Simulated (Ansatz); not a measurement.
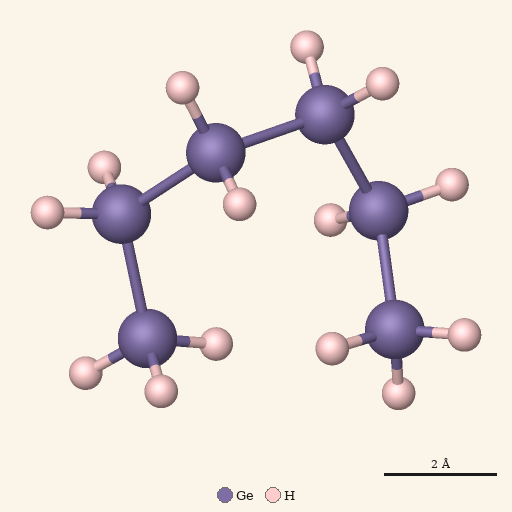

Starting structure of Ge₆H₁₄. A ball-and-stick model, seen at a tilt.

The start comes from GFN2-xTB.

These are results of Ansatz 0.2.0, RKS PBE0-D4/def2-TZVP, not measurements.

Input
```yaml
crystal:
  periodic: [false, false, false]
  atoms:
    - {symbol: Ge, position_ang: [-2.075050, 1.814610, -0.562570]}
    - {symbol: Ge, position_ang: [-2.470480, -0.532520, -0.607930]}
    - {symbol: Ge, position_ang: [-0.583160, -1.936780, -1.073580]}
    - {symbol: Ge, position_ang: [1.016170, -2.137330, 0.700130]}
    - {symbol: Ge, position_ang: [1.723030, -0.043880, 1.631170]}
    - {symbol: Ge, position_ang: [2.328720, 1.651660, 0.076010]}
    - {symbol: H, position_ang: [-3.303940, 2.624220, -0.272710]}
    - {symbol: H, position_ang: [-1.066310, 2.219880, 0.476840]}
    - {symbol: H, position_ang: [-1.538220, 2.354860, -1.855420]}
    - {symbol: H, position_ang: [-3.079750, -0.941800, 0.717820]}
    - {symbol: H, position_ang: [-3.595400, -0.833840, -1.575250]}
    - {symbol: H, position_ang: [0.124810, -1.409130, -2.307550]}
    - {symbol: H, position_ang: [-1.043050, -3.301600, -1.544900]}
    - {symbol: H, position_ang: [2.211450, -2.938460, 0.224550]}
    - {symbol: H, position_ang: [0.459130, -3.018840, 1.799630]}
    - {symbol: H, position_ang: [0.615600, 0.483150, 2.522520]}
    - {symbol: H, position_ang: [2.847640, -0.258140, 2.621780]}
    - {symbol: H, position_ang: [1.466170, 1.641270, -1.155870]}
    - {symbol: H, position_ang: [2.229270, 3.045260, 0.619530]}
    - {symbol: H, position_ang: [3.733360, 1.517410, -0.434210]}
basis:
  gaussian: {orbitals: def2-TZVP}
hamiltonian: {xc: pbe0, dispersion: d4}
relax: {f_tol: 0.005, max_steps: 150}
```

Where does the relaxation end?

Answer. Over 23 accepted moves (24 points after the start) the energy falls by 7.11 kcal/mol. Largest force component: 0.72 eV/Å at the start, 0.0029 eV/Å at the end. The line search rejected the trial step at point 17 of the run. The largest move after the best rigid fit is that of H16, 0.47 Å. Largest moves by element: H 0.47 Å, Ge 0.23 Å. Some distances before and after: Ge1–Ge2 2.381 → 2.424 Å, Ge1–H7 1.500 → 1.538 Å, Ge2–Ge3 2.398 → 2.428 Å, Ge2–H11 1.514 → 1.541 Å. Bond angles that change, for instance: Ge4–Ge5–Ge6 116.3° → 109.2°, H12–Ge3–H13 101.6° → 107.9°, Ge2–Ge3–Ge4 115.5° → 110.1°.

Step by step:

```tsv
step	E − E(0), kcal/mol	largest force component, eV/Å	note
0	0.00	0.7219	
1	-5.89	0.1881	
2	-6.60	0.0456	
3	-6.84	0.0468	
4	-6.96	0.0756	
5	-7.02	0.0842	
6	-7.05	0.0504	
7	-7.08	0.0269	
8	-7.08	0.0324	
9	-7.09	0.0260	
10	-7.09	0.0152	
11	-7.10	0.0094	
12	-7.10	0.0078	
13	-7.10	0.0079	
14	-7.10	0.0178	
15	-7.10	0.0200	
16	-7.11	0.0177	
17	-7.10	0.0206	rejected
18	-7.11	0.0178	
19	-7.11	0.0137	
20	-7.11	0.0073	
21	-7.11	0.0067	
22	-7.11	0.0032	
23	-7.11	0.0024	
24	-7.11	0.0029
```

The structure at the end:

```xyz
20

Ge   -1.9955    1.8471   -0.5270
Ge   -2.4062   -0.5406   -0.4443
Ge   -0.4915   -1.8452   -1.1718
Ge    1.0569   -2.1511    0.6696
Ge    1.5008    0.0028    1.6901
Ge    2.2795    1.5458   -0.0088
H    -3.2936    2.6181   -0.2323
H    -0.9400    2.2587    0.5119
H    -1.4900    2.2449   -1.9230
H    -2.7762   -0.9478    0.9951
H    -3.6179   -0.8572   -1.3426
H     0.2167   -1.1081   -2.3239
H    -0.9634   -3.2119   -1.7047
H     2.3747   -2.7688    0.1646
H     0.4369   -3.1155    1.6983
H     0.1974    0.5293    2.3190
H     2.5515   -0.1216    2.8092
H     1.3687    1.4626   -1.2455
H     2.2845    2.9956    0.5021
H     3.7068    1.1629   -0.4358
```

The end point in the same view:

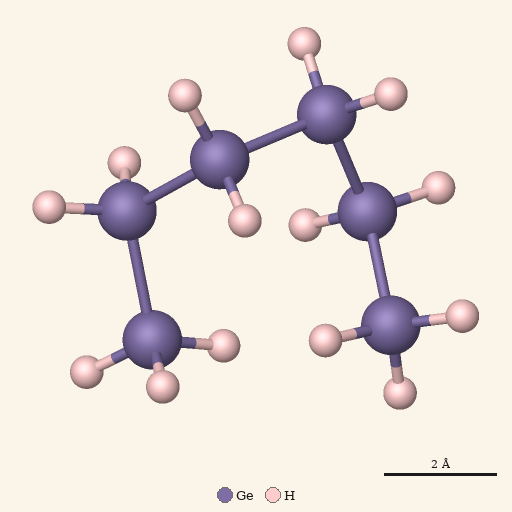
